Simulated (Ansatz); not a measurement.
The starting structures come from a database of crystals and need not be the phases stable at ambient conditions.

 Where the default PAW files enter, the runs use the earlier of Ansatz's two default sets.

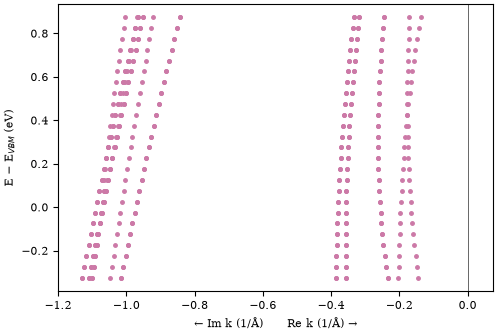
*Complex bands at the centre of the two-dimensional zone; r2SCAN (Ansatz, a quantum-chemistry and plane-wave program)*

The gap is the functional's own. No spin-orbit coupling. Mid-gap values are interpolated on the energy grid.

Q: This is CaAlSiH (P3m1, not sure to be the ambient phase, 4 atoms a cell, 17.5 Å³ an atom) along the normal of (111). Read off the slowest decay at the centre of the two-dimensional zone at 0.33 eV, the computed energy nearest the middle of the gap.

A: κ ≈ 0.18 1/Å, a decay length 1/(2κ) of the density of 2.9 Å.
